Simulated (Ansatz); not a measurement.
**Run report: TaH$_{3}$Cl$_{4}$O$_{2}$, geometry relaxation**

System: TaH$_{3}$Cl$_{4}$O$_{2}$.
Method: RHF/def2-SVP (Ansatz 0.2.0).

The input holds or restrains some coordinates. It belongs to a series of runs on one base structure; here: pulled along the bonds that form and break, towards end B. Figures and captions count atoms from 1; the log counts them from 0 in places.

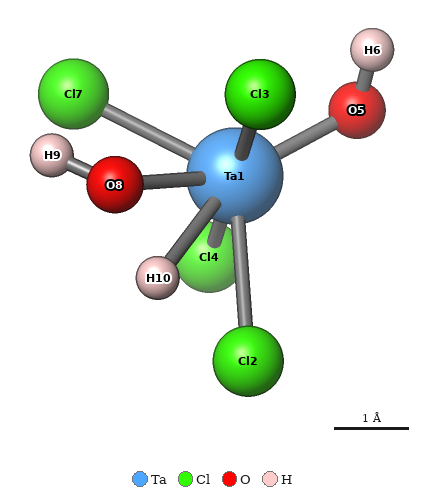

*The starting structure (ball-and-stick view, seen at a tilt; atoms are numbered from 1 in the order of the input). Sticks mark near contacts.*

Results in brief:

```csv
quantity,value
outcome,converged under the restraints of the input
total energy,−55659.1561 eV
mean-field energy,−55659.1561 eV
"largest force (length of the vector) at the end, held atoms and coordinates included",1.479 eV/Å
hardware,"4 threads of AMD EPYC (Zen 5), 32 GiB of memory available, shared host"
wall time,16 s (CPU time 57 s)
peak memory,0.49 GiB
```

The input:
```yaml
crystal:
  periodic: [false, false, false]
  atoms:
    - { symbol: Ta, position_ang: [0.0, 0.0, 0.0] }
    - { symbol: Cl, position_ang: [2.82, 0.0, 0.0] }
    - { symbol: Cl, position_ang: [0.0, 0.0, 2.47] }
    - { symbol: Cl, position_ang: [0.0, 0.0, -2.47] }
    - { symbol: O, position_ang: [-1.01, 1.7493, 0.0] }
    - { symbol: H, position_ang: [-1.4859, 1.8638, 0.8834] }
    - { symbol: Cl, position_ang: [-1.235, -2.139, 0.0] }
    - { symbol: O, position_ang: [0.7315, -1.8635, 1.1725] }
    - { symbol: H, position_ang: [0.1654, -2.662, 0.9237] }
    - { symbol: H, position_ang: [1.9721, -1.3075, 0.8227] }
basis:
  gaussian: { orbitals: def2-SVP }
hamiltonian:
  xc: hf
relax:
  f_tol: 0.15
  max_steps: 25
  restrain:
    - { distance: [0, 7], at: 2.02, k: 30.0 }
    - { distance: [9, 1], at: 1.37, k: 30.0 }
    - { distance: [0, 1], at: 3.67, k: 30.0 }
    - { distance: [9, 7], at: 2.21, k: 30.0 }
output:
  orbitals: {}
```

Launched with:
```bash
ansatz run input.yaml --threads 4 --pin off --max-ram 5120MiB --backend cpu --events-out ev --progress --plain --runs-dir out
```

Output:
```
The last accepted step is kept in [file] (removed where the run ends without a failure and the disk answers)
Engine: ansatz 0.2.0, x86_64-unknown-linux-gnu
Functional definition: HF
  exchange = exact_x
  correlation = 0
1485 factors; integrals over basis functions are off by at most 2.5e-4 eV
mean field evaluation 1: about -55641.0725 eV, gradient 6.7e1 eV
mean field evaluation 2: about -55641.3006 eV, gradient 6.8e1 eV
mean field evaluation 4: about -55652.6920 eV, gradient 7.1e0 eV
mean field evaluation 8: about -55652.8843 eV, gradient 1.1e0 eV
mean field -55652.89169728 eV, -2045.2060469902 hartree, gradient 2.7e-5 eV, S^2 0.000000; 0 other end points of the search recorded, 0 dependent functions left out
the calculation of the forces begins
reference -55652.89169728 eV, -2045.2060469902 hartree; 50, 50 occupied and 97, 97 virtual orbitals, 1485 factors
relax step   1: F+E_penalty+E_count = -55652.89169728 eV  Δ(F+E_penalty+E_count) = +0.000e0 eV  max|allowed force component| = 5.479e0 eV/Å  E_restraint = 24.24487279 eV  max|allowed force component, restraints' pulls added| = 2.476e1 eV/Å  Δτ_max = 0.0000 Å  (44 SCF iters, accepted)
  distance Ta 0 - O 7 = 2.3200 Å
  distance H 9 - Cl 1 = 1.7622 Å
  distance Ta 0 - Cl 1 = 2.8200 Å
  distance H 9 - O 7 = 1.4038 Å
these checks for a lower state are left out or cut short: starts, cluster_reference, orbital_swaps, neighbouring_geometries, increment
1485 factors; integrals over basis functions are off by at most 2.6e-4 eV
mean field evaluation 16: about -55651.4333 eV, gradient 1.1e2 eV
mean field -55653.17614299 eV, -2045.2165001771 hartree, gradient 2.0e-5 eV, S^2 0.000000; 0 other end points of the search recorded, 0 dependent functions left out
[... from here on the field's lines of each further geometry are left out, up to the last ...]
relax step   2: F+E_penalty+E_count = -55653.17614299 eV  Δ(F+E_penalty+E_count) = -2.844e-1 eV  max|allowed force component| = 5.073e0 eV/Å  E_restraint = 10.48529326 eV  max|allowed force component, restraints' pulls added| = 1.918e1 eV/Å  Δτ_max = 0.1939 Å  (47 SCF iters, accepted)
relax step   3: F+E_penalty+E_count = -55654.05201906 eV  Δ(F+E_penalty+E_count) = -8.759e-1 eV  max|allowed force component| = 5.453e0 eV/Å  E_restraint = 3.34119085 eV  max|allowed force component, restraints' pulls added| = 1.004e1 eV/Å  Δτ_max = 0.1948 Å  (48 SCF iters, accepted)
relax step   4: F+E_penalty+E_count = -55655.81628450 eV  Δ(F+E_penalty+E_count) = -1.764e0 eV  max|allowed force component| = 3.912e0 eV/Å  E_restraint = 0.47391038 eV  max|allowed force component, restraints' pulls added| = 4.243e0 eV/Å  Δτ_max = 0.1923 Å  (47 SCF iters, accepted)
relax step   5: F+E_penalty+E_count = -55657.19443207 eV  Δ(F+E_penalty+E_count) = -1.378e0 eV  max|allowed force component| = 2.075e0 eV/Å  E_restraint = 0.09256428 eV  max|allowed force component, restraints' pulls added| = 2.075e0 eV/Å  Δτ_max = 0.1948 Å  (45 SCF iters, accepted)
relax step   6: F+E_penalty+E_count = -55658.07163057 eV  Δ(F+E_penalty+E_count) = -8.772e-1 eV  max|allowed force component| = 1.380e0 eV/Å  E_restraint = 0.06033099 eV  max|allowed force component, restraints' pulls added| = 1.040e0 eV/Å  Δτ_max = 0.1993 Å  (39 SCF iters, accepted)
relax step   7: F+E_penalty+E_count = -55658.54719502 eV  Δ(F+E_penalty+E_count) = -4.756e-1 eV  max|allowed force component| = 1.294e0 eV/Å  E_restraint = 0.05113751 eV  max|allowed force component, restraints' pulls added| = 7.946e-1 eV/Å  Δτ_max = 0.1949 Å  (42 SCF iters, accepted)
relax step   8: F+E_penalty+E_count = -55658.84340635 eV  Δ(F+E_penalty+E_count) = -2.962e-1 eV  max|allowed force component| = 1.217e0 eV/Å  E_restraint = 0.05630809 eV  max|allowed force component, restraints' pulls added| = 6.139e-1 eV/Å  Δτ_max = 0.1998 Å  (41 SCF iters, accepted)
relax step   9: F+E_penalty+E_count = -55659.01029905 eV  Δ(F+E_penalty+E_count) = -1.669e-1 eV  max|allowed force component| = 1.260e0 eV/Å  E_restraint = 0.05577807 eV  max|allowed force component, restraints' pulls added| = 4.331e-1 eV/Å  Δτ_max = 0.2000 Å  (41 SCF iters, accepted)
relax step  10: F+E_penalty+E_count = -55659.10067064 eV  Δ(F+E_penalty+E_count) = -9.037e-2 eV  max|allowed force component| = 1.225e0 eV/Å  E_restraint = 0.06672650 eV  max|allowed force component, restraints' pulls added| = 3.072e-1 eV/Å  Δτ_max = 0.2000 Å  (40 SCF iters, accepted)
relax step  11: F+E_penalty+E_count = -55659.14859801 eV  Δ(F+E_penalty+E_count) = -4.793e-2 eV  max|allowed force component| = 1.319e0 eV/Å  E_restraint = 0.08052755 eV  max|allowed force component, restraints' pulls added| = 1.369e-1 eV/Å  Δτ_max = 0.1222 Å  (40 SCF iters, accepted)
relax step  12: F+E_penalty+E_count = -55659.06558946 eV  Δ(F+E_penalty+E_count) = +8.301e-2 eV  max|allowed force component| = 2.152e0 eV/Å  E_restraint = 0.04192900 eV  max|allowed force component, restraints' pulls added| = 1.894e0 eV/Å  Δτ_max = 0.1956 Å  (40 SCF iters, rejected (line search))
relax step  13: F+E_penalty+E_count = -55659.14618306 eV  Δ(F+E_penalty+E_count) = +2.415e-3 eV  max|allowed force component| = 1.437e0 eV/Å  E_restraint = 0.06635436 eV  max|allowed force component, restraints' pulls added| = 3.141e-1 eV/Å  Δτ_max = 0.0972 Å  (40 SCF iters, accepted)
the calculation of the forces begins
reference -55659.15606006 eV, -2045.4362580762 hartree; 50, 50 occupied and 97, 97 virtual orbitals, 1486 factors
relax step  14: F+E_penalty+E_count = -55659.15606006 eV  Δ(F+E_penalty+E_count) = -9.877e-3 eV  max|allowed force component| = 1.349e0 eV/Å  E_restraint = 0.06599862 eV  max|allowed force component, restraints' pulls added| = 9.885e-2 eV/Å  Δτ_max = 0.1000 Å  (40 SCF iters, accepted)
```

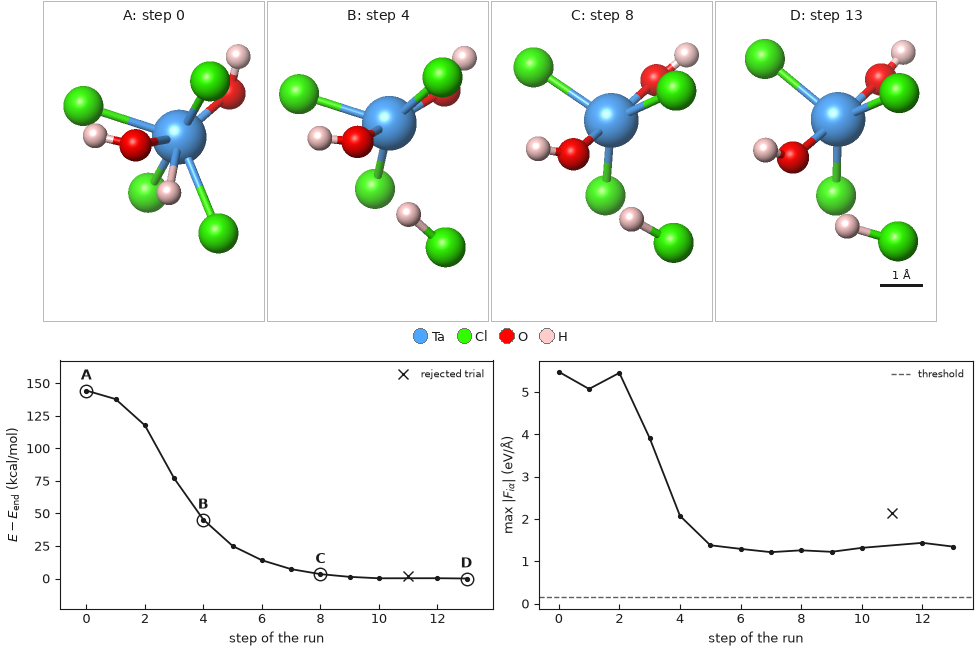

*Frames of the restrained relaxation (ball-and-stick view, seen at a tilt) above the curves, on which the letters mark them (the first geometry is step 0 here and step 1 in the log).*

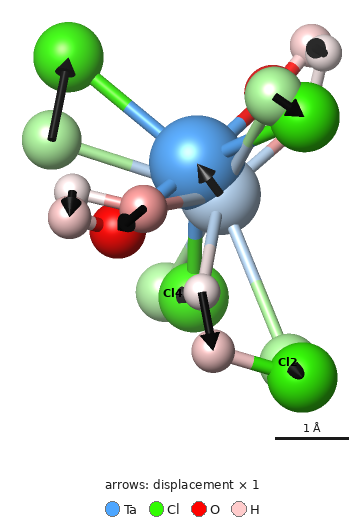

*Start (faint) and end (solid) with the displacements as black arrows, at true length (ball-and-stick view, seen at a tilt). The two geometries are laid on each other by the best rigid fit.*

The largest move after the best rigid fit is that of Cl7, 1.29 Å. By element the largest moves are Cl 1.29 Å, H 0.83 Å, O 0.71 Å, Ta 0.56 Å. Distances before and after: Ta1–Cl2 2.820 → 3.680 Å, Ta1–H10 2.505 → 3.262 Å, Cl2–H10 1.762 → 1.324 Å, Ta1–O8 2.320 → 1.973 Å. New bonds form: Cl2–H10 (1.76 → 1.32 Å). Bonds break: Ta1–Cl2 (2.82 → 3.68 Å). Among the angles that change: Ta1–O5–H6 109.5° → 164.4°, Cl3–Ta1–Cl4 180.0° → 131.9°, Ta1–O8–H9 109.5° → 140.6°. Over 13 geometry steps the energy falls by 144.5 kcal/mol. The largest force component goes from 5.5 to 1.3 eV/Å. The line search rejected the trial step at point 11 (counted from 0) and went back. (Atoms are counted from 1 in the order of the input.)

```
  distance Ta 0 - O 7 = 1.9734 Å
  distance H 9 - Cl 1 = 1.3240 Å
  distance Ta 0 - Cl 1 = 3.6804 Å
  distance H 9 - O 7 = 2.2106 Å
1486 factors; integrals over basis functions are off by at most 9.5e-4 eV
mean field -55659.15606006 eV, -2045.4362580762 hartree, gradient 1.8e-5 eV, S^2 0.000000; 1 other end points of the search recorded, 0 dependent functions left out
the calculation of the forces begins
reference -55659.15606006 eV, -2045.4362580762 hartree; 50, 50 occupied and 97, 97 virtual orbitals, 1486 factors
Total energy: -55659.15606006 eV, -2045.4362580762 hartree
Atom 0 at    -0.388447    -0.307689     0.253247 Å, force     0.475550    -1.294582     0.110987 eV/Å
Atom 1 at     3.278758    -0.048400     0.425897 Å, force    -0.301139    -1.329566     0.088235 eV/Å
Atom 2 at     0.298383     0.353100     2.392936 Å, force     0.005165     0.005588     0.016996 eV/Å
Atom 3 at     0.524802     0.055824    -1.849222 Å, force     0.002040     0.005569     0.021205 eV/Å
Atom 4 at    -1.396040     1.251196     0.158579 Å, force    -0.054518     0.093516     0.067238 eV/Å
Atom 5 at    -1.958345     1.983255     0.354336 Å, force     0.040595    -0.071159    -0.062197 eV/Å
Atom 6 at    -2.327648    -1.587104     0.216282 Å, force    -0.008612    -0.004105     0.008056 eV/Å
Atom 7 at     0.638343    -1.977085     0.483582 Å, force    -0.772849     1.213707    -0.139030 eV/Å
Atom 8 at     0.562401    -2.832254     0.877220 Å, force     0.013117     0.032113    -0.026567 eV/Å
Atom 9 at     2.725893    -1.249743     0.489443 Å, force     0.600652     1.348919    -0.084922 eV/Å
Dipole moment:    -0.348965    -0.057584     0.141401 e Å
```

Trajectory as extended XYZ (Å, eV, eV/Å), 11 of the 14 frames kept, from step=1 to step=14:
```
10
Properties=species:S:1:pos:R:3:forces:R:3 step=1 energy=-55652.89170
Ta    0.0000    0.0000    0.0000   -0.2841  -1.5616   1.1968
Cl    2.8200    0.0000    0.0000   -2.8936  -0.7456   0.5880
Cl    0.0000    0.0000    2.4700   -1.0422   3.0844  -0.5436
Cl    0.0000    0.0000   -2.4700    0.2692   0.0433   2.2756
O    -1.0100    1.7493    0.0000    0.4284  -3.6918   2.9686
H    -1.4859    1.8638    0.8834    1.2660   0.2100  -2.4142
Cl   -1.2350   -2.1390    0.0000   -4.2206   1.9467  -2.9736
O     0.7315   -1.8635    1.1725    5.4793   1.0625  -2.5389
H     0.1654   -2.6620    0.9237    3.2787   1.5609   0.8022
H     1.9721   -1.3075    0.8227   -2.2810  -1.9090   0.6392
10
Properties=species:S:1:pos:R:3:forces:R:3 step=2 energy=-55653.17614
Ta   -0.1705   -0.0796    0.0469    1.2956  -2.0717   0.7641
Cl    2.9573   -0.0618    0.0403   -2.9188  -2.1209   1.4099
Cl   -0.0156    0.0395    2.4672   -0.9813   2.9480  -0.2108
Cl    0.0022   -0.0001   -2.4386    0.2517  -0.0298   2.3223
O    -1.0037    1.7090    0.0215   -0.3506  -3.0344   2.2265
H    -1.4787    1.8688    0.8695    0.8469   0.4555  -1.4749
Cl   -1.2921   -2.1265   -0.0350   -5.0732   1.2086  -2.9924
O     0.6501   -1.8355    1.1505    3.8109   0.3828  -2.1107
H     0.1824   -2.6610    0.9234    2.3854   1.1959   0.8601
H     2.1267   -1.2117    0.7566    0.7332   1.0660  -0.7940
10
Properties=species:S:1:pos:R:3:forces:R:3 step=4 energy=-55655.81629
Ta   -0.3456   -0.2313    0.1122    1.8951  -0.8733   0.3859
Cl    3.1829   -0.1235    0.0831   -0.8764  -0.6266   0.4388
Cl   -0.0498    0.1652    2.4666   -0.6737   2.0266   0.0467
Cl    0.0174   -0.0093   -2.3290    0.3376  -0.2411   2.0280
O    -1.0327    1.5911    0.0631   -0.6426  -2.1142   1.0897
H    -1.4646    1.8979    0.8633    0.4492   0.4362  -0.5095
Cl   -1.5392   -2.1186   -0.1577   -3.9116  -0.0990  -1.6449
O     0.5245   -1.7910    1.1022    1.6014  -0.2839  -1.9621
H     0.2032   -2.6880    0.9288    1.0844   1.3304   0.3593
H     2.4619   -1.0514    0.6698    0.7365   0.4448  -0.2320
10
Properties=species:S:1:pos:R:3:forces:R:3 step=5 energy=-55657.19443
Ta   -0.3643   -0.2810    0.1247    0.8341  -1.1780   0.4601
Cl    3.2623   -0.1053    0.0767   -0.9465  -0.8866   0.6145
Cl   -0.0848    0.2633    2.4559   -0.3330   1.0595  -0.0042
Cl    0.0481   -0.0283   -2.2194    0.5321  -0.2223   1.1669
O    -1.0777    1.4998    0.0868   -0.6806  -1.2710   0.6789
H    -1.4415    1.9167    0.8658    0.3482   0.2168  -0.4127
Cl   -1.7229   -2.1027   -0.2207   -2.0748   0.5699  -0.5613
O     0.5495   -1.8014    1.0339    1.4056   1.8527  -1.4162
H     0.2385   -2.6721    0.9269    0.0410  -0.8843  -0.0896
H     2.5511   -1.0478    0.6717    0.8740   0.7432  -0.4364
10
Properties=species:S:1:pos:R:3:forces:R:3 step=6 energy=-55658.07163
Ta   -0.3938   -0.3159    0.1361    0.4747  -1.3800   0.5668
Cl    3.2705   -0.0691    0.0651   -0.7961  -1.0436   0.7554
Cl   -0.1057    0.3311    2.4465   -0.0779   0.4498  -0.0353
Cl    0.1360   -0.0570   -2.1313    0.5386  -0.1765   0.5348
O    -1.1685    1.4097    0.0957   -0.6850  -0.1064   0.9281
H    -1.4109    1.9411    0.8625    0.2541  -0.2743  -0.8584
Cl   -1.9069   -2.0264   -0.2274   -1.0398   0.6891  -0.0377
O     0.6108   -1.8142    0.9456    0.2960   0.9550  -1.2725
H     0.2704   -2.6962    0.9154    0.2759  -0.0839   0.0325
H     2.6562   -1.0618    0.6942    0.7596   0.9709  -0.6137
10
Properties=species:S:1:pos:R:3:forces:R:3 step=7 energy=-55658.54719
Ta   -0.4210   -0.3419    0.1448    0.5259  -1.2944   0.6082
Cl    3.2464   -0.0342    0.0691   -0.5858  -1.1650   0.8572
Cl   -0.0948    0.3635    2.4344    0.0599   0.0870  -0.0874
Cl    0.2421   -0.0865   -2.0661    0.3633  -0.1129   0.2826
O    -1.2471    1.3499    0.1068   -0.4277   0.2377   0.7057
H    -1.4193    1.9503    0.8386    0.0637  -0.3717  -0.7946
Cl   -2.0691   -1.9227   -0.1969   -0.4675   0.5482   0.1366
O     0.6713   -1.8387    0.8425   -0.5511   0.6273  -0.9973
H     0.3103   -2.7182    0.9160    0.4108   0.2818   0.0308
H     2.7392   -1.0804    0.7131    0.6085   1.1620  -0.7418
10
Properties=species:S:1:pos:R:3:forces:R:3 step=9 energy=-55659.01030
Ta   -0.4186   -0.3425    0.1784    0.5023  -0.9823   0.4312
Cl    3.2446   -0.0145    0.2591   -0.3779  -1.2461   0.6242
Cl    0.2233    0.4513    2.3218    0.0086   0.0196  -0.0714
Cl    0.4137   -0.0730   -1.9573    0.0770  -0.0113   0.0422
O    -1.4026    1.2611    0.1108   -0.0178   0.1178   0.4331
H    -1.6600    1.9738    0.6893    0.0007  -0.2962  -0.4272
Cl   -2.2698   -1.7146    0.0021   -0.0854   0.1168   0.0694
O     0.6609   -1.9266    0.6662   -0.8550   0.8078  -0.5396
H     0.4459   -2.8437    0.7821    0.1590   0.2135   0.0222
H     2.7206   -1.1302    0.7496    0.5883   1.2604  -0.5840
10
Properties=species:S:1:pos:R:3:forces:R:3 step=10 energy=-55659.10067
Ta   -0.4005   -0.3183    0.1972    0.3650  -1.1834   0.2543
Cl    3.2689   -0.0718    0.3246   -0.2890  -1.2092   0.4951
Cl    0.3377    0.4824    2.2811   -0.0028   0.0112   0.0501
Cl    0.4714    0.0088   -1.9145    0.0205   0.0135  -0.0057
O    -1.4497    1.2337    0.1282    0.0422   0.1752   0.3049
H    -1.8324    1.9724    0.5879    0.0526  -0.3072  -0.3027
Cl   -2.3001   -1.6529    0.0966   -0.0084   0.0295   0.0434
O     0.6393   -1.9536    0.5732   -0.8074   1.1486  -0.3518
H     0.5190   -2.8669    0.7851    0.0194   0.0969   0.0126
H     2.7046   -1.1927    0.7428    0.6080   1.2249  -0.5003
10
Properties=species:S:1:pos:R:3:forces:R:3 step=11 energy=-55659.14860
Ta   -0.4121   -0.3235    0.2186    0.5425  -1.2979   0.0628
Cl    3.2549   -0.0507    0.3800   -0.2314  -1.1810   0.3235
Cl    0.3070    0.3932    2.3341   -0.0108  -0.0009   0.0685
Cl    0.4754    0.0169   -1.8937   -0.0038   0.0136  -0.0050
O    -1.4083    1.2487    0.1334    0.0882  -0.0890   0.0759
H    -1.8608    2.0006    0.4725   -0.1232   0.1155  -0.0444
Cl   -2.3404   -1.6142    0.1799   -0.0175   0.0173   0.0223
O     0.6343   -1.9683    0.4894   -0.7882   1.3188  -0.2169
H     0.6059   -2.8463    0.8271   -0.0210  -0.1254   0.0589
H     2.7022   -1.2153    0.6610    0.5652   1.2288  -0.3457
10
Properties=species:S:1:pos:R:3:forces:R:3 step=13 energy=-55659.14618
Ta   -0.3986   -0.3245    0.2317    0.4334  -1.2266   0.2535
Cl    3.2648   -0.0192    0.4146   -0.3691  -1.4194   0.1910
Cl    0.2908    0.3626    2.3692   -0.0113   0.0038  -0.0142
Cl    0.4948    0.0173   -1.8807    0.0199  -0.0093   0.0018
O    -1.3918    1.2477    0.1387    0.0609   0.0193   0.0854
H    -1.8842    2.0014    0.4189   -0.0306  -0.0214  -0.0732
Cl   -2.3434   -1.5906    0.2069    0.0061  -0.0238  -0.0067
O     0.6330   -1.9803    0.5020   -0.7647   1.3593  -0.3068
H     0.5866   -2.8586    0.8370   -0.0088  -0.1192   0.0672
H     2.7061   -1.2148    0.5639    0.6640   1.4372  -0.1980
10
Properties=species:S:1:pos:R:3:forces:R:3 step=14 energy=-55659.15606
Ta   -0.3884   -0.3077    0.2532    0.4755  -1.2946   0.1110
Cl    3.2788   -0.0484    0.4259   -0.3011  -1.3296   0.0882
Cl    0.2984    0.3531    2.3929    0.0052   0.0056   0.0170
Cl    0.5248    0.0558   -1.8492    0.0020   0.0056   0.0212
O    -1.3960    1.2512    0.1586   -0.0545   0.0935   0.0672
H    -1.9583    1.9833    0.3543    0.0406  -0.0712  -0.0622
Cl   -2.3276   -1.5871    0.2163   -0.0086  -0.0041   0.0081
O     0.6383   -1.9771    0.4836   -0.7728   1.2137  -0.1390
H     0.5624   -2.8323    0.8772    0.0131   0.0321  -0.0266
H     2.7259   -1.2497    0.4894    0.6007   1.3489  -0.0849
```

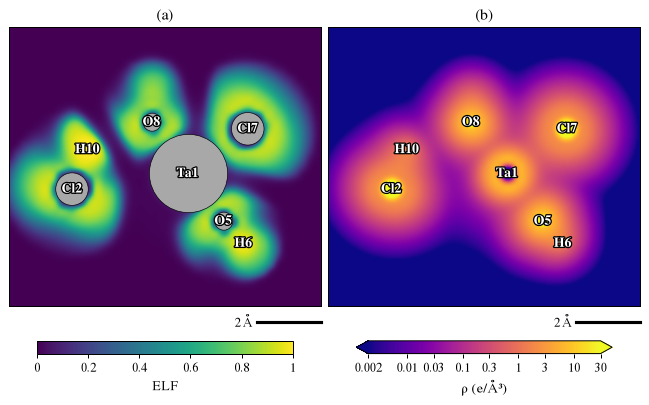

*(a) electron localisation function; (b) electron density on the plane of atoms O5, Ta1 and Cl7. Grey discs, where drawn, cover atomic cores.*

Atoms in the plane: Ta, Cl, O and H. Ta–O (1.86 Å): ρ is about 1.1 e/Å³ halfway; the ELF peaks at about 0.80 in the valence shell of O, 0.5 Å from its nucleus, and drops to about 0.20 between the two atoms. O–H (0.94 Å): ρ at the midpoint is about 3.9 e/Å³, with its minimum of 2.4 e/Å³ about 0.8 Å from O; the ELF climbs to about 1 towards the hydrogen, as it does in any bond to H; a covalent bond by its length.

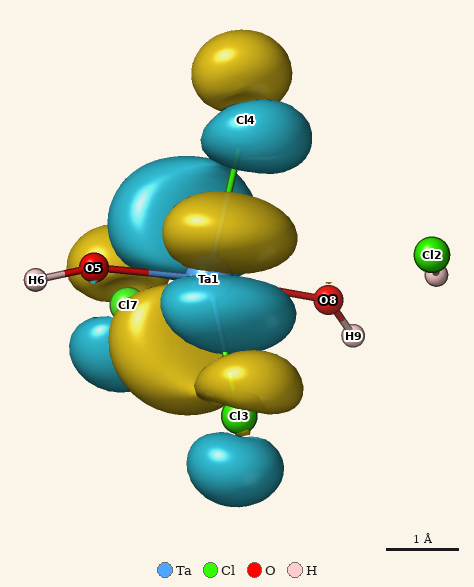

*The LUMO at ±0.1 Å⁻³ᐟ² (yellow and cyan are the two phases), seen from the side.*

It lies mainly on Ta1 (65 %), Cl7 (10 %), Cl4 (10 %) and Cl3 (10 %). Its energy is 0.65 eV.
